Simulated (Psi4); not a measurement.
**PH3 (phosphine): B3LYP/def2-SVP (sweep point 3)**

What is the vertical ionisation energy of PH3 (phosphine) at B3LYP/def2-SVP (sweep point 3)? 

Program for the calculation: Psi4 1.11.

4 further runs of the same task are left out: 4 set aside as unsound or not needed.

### Step 1. Starting point

PH3: 4 atoms, total charge 0, spin state singlet. SMILES: `P`. The coordinates come from a PBE0-D4/def2-TZVP relaxation.

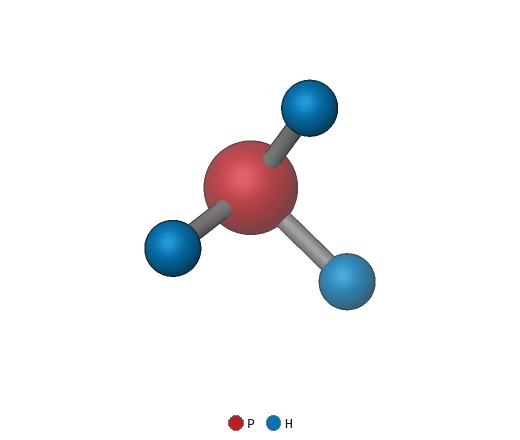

Viewed from a chosen angle; phosphorus red, hydrogen blue.

### Step 2. A single-point energy at B3LYP/def2-SVP (sweep point 3)

input.in reads:

```
memory 1600 MB

molecule geom {
  0 1
  P      0.346000    -0.326500    -0.332800
  H      0.630900    -0.034000     1.027000
  H     -1.005500    -0.663000    -0.057200
  H      0.028700     1.023500    -0.636900
  units angstrom
  symmetry c1
}

set {
  puream true
  scf_type pk
  dft_radial_points 35
  dft_spherical_points 110
}

result, w = energy("b3lyp/def2-SVP", return_wfn=True)
print_variables()
```

Run with:

```console
$ psi4 -n 1 input.in input.out
```

input.out, shortened:

```text
[...]
  Running in c1 symmetry.
[...]
  Nuclear repulsion =   17.542621841641523
[...]
  Multiplicity = 1
[...]
  Nalpha       = 9
  Nbeta        = 9
[...]
    Number of basis functions: 33
[...]
   @RKS iter   1:  -343.02052712083031   -2.20191e-01   6.66205e-03 DIIS/ADIIS
[...]
   @RKS iter   6:  -343.05445875670517   -1.53901e-08   1.66268e-07 DIIS
[...]
    Orbital Energies [Eh]
    ---------------------
    Doubly Occupied:
       1A    -77.053475     2A     -6.552842     3A     -4.718599
       4A     -4.718597     5A     -4.714341     6A     -0.645127
       7A     -0.384946     8A     -0.384874     9A     -0.275982
[...]
  @RKS Final Energy:  -343.05445875670517
   => Energetics <=
    Nuclear Repulsion Energy =             17.5426218416415232
    One-Electron Energy =                -508.3306559351885880
    Two-Electron Energy =                 167.3458714531547287
    DFT Exchange-Correlation Energy =     -19.6122961163128053
    Empirical Dispersion Energy =           0.0000000000000000
    VV10 Nonlocal Energy =                  0.0000000000000000
    Total Energy =                       -343.0544587567051167
[...]
 Multipole Moments:
 ------------------------------------------------------------------------------------
     Multipole            Electronic (a.u.)      Nuclear  (a.u.)        Total (a.u.)
 ------------------------------------------------------------------------------------
 L = 1.  Multiply by 2.5417464519 to convert [e a0] to [Debye]
 Dipole X            :          1.0331150           -1.2197313           -0.1866163
 Dipole Y            :         -0.9747873            1.1510724            0.1762852
 Dipole Z            :         -0.9937917            1.1733711            0.1795795
 Magnitude           :                                                    0.3132904
[...]
```

Run time: 1.4 s. Hardware: 1 thread of Intel Xeon 6975P-C (Granite Rapids), shared host; peak memory 0.2 GiB.

### Step 3. The doublet cation

calc.in reads:

```
memory 1600 MB

molecule {
  1 2
  P      0.346000    -0.326500    -0.332800
  H      0.630900    -0.034000     1.027000
  H     -1.005500    -0.663000    -0.057200
  H      0.028700     1.023500    -0.636900
  units angstrom
  symmetry c1
}

set reference uks
set puream true
set scf_type pk
set dft_radial_points 35
set dft_spherical_points 110
set maxiter 150

e_tot, wfn = energy("b3lyp/def2-SVP", return_wfn=True)
```

Run with:

```console
$ psi4 -n 1 calc.in calc.out
```

calc.out, shortened:

```text
[...]
  Running in c1 symmetry.
[...]
  Nuclear repulsion =   17.542621841641523
[...]
  Multiplicity = 2
[...]
  Nalpha       = 9
  Nbeta        = 8
[...]
    Number of basis functions: 33
[...]
   @UKS iter   1:  -342.65571201075028    1.44624e-01   3.52498e-03 DIIS/ADIIS
[...]
   @UKS iter   7:  -342.66632613902698   -4.00615e-09   4.30003e-07 DIIS
[...]
   @S^2 Observed:                7.515208592E-01
[...]
    Orbital Energies [Eh]
    ---------------------
    Alpha Occupied:
       1A    -77.421396     2A     -6.917692     3A     -5.088507
       4A     -5.080312     5A     -5.080310     6A     -0.972486
       7A     -0.687643     8A     -0.687577     9A     -0.637860
    Alpha Virtual:
      10A     -0.255223    11A     -0.255167    12A     -0.180793
      13A      0.072944    14A      0.073012    15A      0.082435
      16A      0.147134    17A      0.175218    18A      0.175289
      19A      0.284361    20A      0.348492    21A      0.348520
      22A      0.399601    23A      0.623799    24A      0.623854
      25A      1.112288    26A      1.181370    27A      1.181828
[...]
  @UKS Final Energy:  -342.66632613902698
   => Energetics <=
    Nuclear Repulsion Energy =             17.5426218416415232
    One-Electron Energy =                -502.2028575385821796
    Two-Electron Energy =                 161.3611746667350815
    DFT Exchange-Correlation Energy =     -19.3672651088213676
    Empirical Dispersion Energy =           0.0000000000000000
    VV10 Nonlocal Energy =                  0.0000000000000000
    Total Energy =                       -342.6663261390269781
[...]
 Multipole Moments:
 ------------------------------------------------------------------------------------
     Multipole            Electronic (a.u.)      Nuclear  (a.u.)        Total (a.u.)
 ------------------------------------------------------------------------------------
 L = 1.  Multiply by 2.5417464519 to convert [e a0] to [Debye]
 Dipole X            :          1.0818019           -1.2197313           -0.1379295
 Dipole Y            :         -1.0208386            1.1510724            0.1302338
 Dipole Z            :         -1.0406571            1.1733711            0.1327141
 Magnitude           :                                                    0.2315133
[...]
```

Wall time 1.4 s (1 thread of Intel Xeon 6975P-C (Granite Rapids), shared host); peak memory 0.2 GiB.

### Step 4. Summary of results

Level: B3LYP/def2-SVP (sweep point 3).

| quantity | value |
| --- | --- |
| singlet PH3: total energy | -343.05446 Eh |
| singlet PH3: dipole moment | 0.80 D |
| singlet PH3: HOMO energy | -7.51 eV |
| singlet PH3: LUMO energy | 1.09 eV |
| singlet PH3: HOMO–LUMO gap | 8.60 eV |
| doublet cation: total energy | -342.66633 Eh |
| doublet cation: HOMO energy (highest over α and β) | -17.36 eV |
| doublet cation: LUMO energy (lowest over α and β) | -13.55 eV |
| doublet cation: ⟨S²⟩ | 0.752 |
| vertical ionisation energy (to the doublet cation) | 10.562 eV |

In words: The vertical ionisation energy comes to 10.56 eV (244 kcal/mol). −ε(HOMO) before ionisation, 7.51 eV, is 3.05 eV below this ionisation energy.
